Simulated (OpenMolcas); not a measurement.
Single-point calculation of BPH6 (part 3 of 3)

Continued. System: BPH6, SMILES [BH3-][PH3+]. Method: CASSCF/ANO-XS-VDZP, DKH2 (OpenMolcas 26.06). The geometry comes from this level: PBE0-D4/def2-TZVP.

Geometry of the input (Å):
```
B  -0.5561  0.2272  -0.9140
P  0.4339  -0.1816  0.6677
H  -1.6934  0.3431  -0.5201
H  -0.3678  -0.7302  -1.6280
H  -0.0555  1.2542  -1.3099
H  0.4188  0.7557  1.7188
H  1.8231  -0.3803  0.5471
H  0.0892  -1.3452  1.3826
```

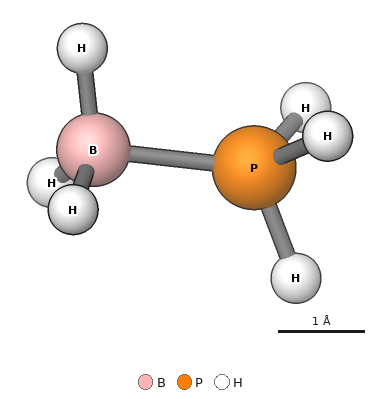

Figure 1. The structure as given in the input (ball-and-stick view, seen at a tilt).

**File coord.xyz**
```
8

B     -0.556100     0.227200    -0.914000
P      0.433900    -0.181600     0.667700
H     -1.693400     0.343100    -0.520100
H     -0.367800    -0.730200    -1.628000
H     -0.055500     1.254200    -1.309900
H      0.418800     0.755700     1.718800
H      1.823100    -0.380300     0.547100
H      0.089200    -1.345200     1.382600
```

Launch command:
```bash
export MOLCAS_MEM=1860
pymolcas step2.inp > step2.log
```

**Summary**

| quantity | value |
| --- | --- |
| outcome | converged |
| total energy | −369.710569 hartree |
| CASSCF energy | −369.710569 hartree |
| basis functions | 62 |
| hardware | 1 thread of Arm Neoverse V1, 24 GiB of memory available, shared host |
| wall time | 5.7 s |
| peak memory | 0.37 GiB |

**Remarks**

The record of the run, not the program, notes: an active orbital turned away from the chosen space; an active orbital is nearly full or empty.
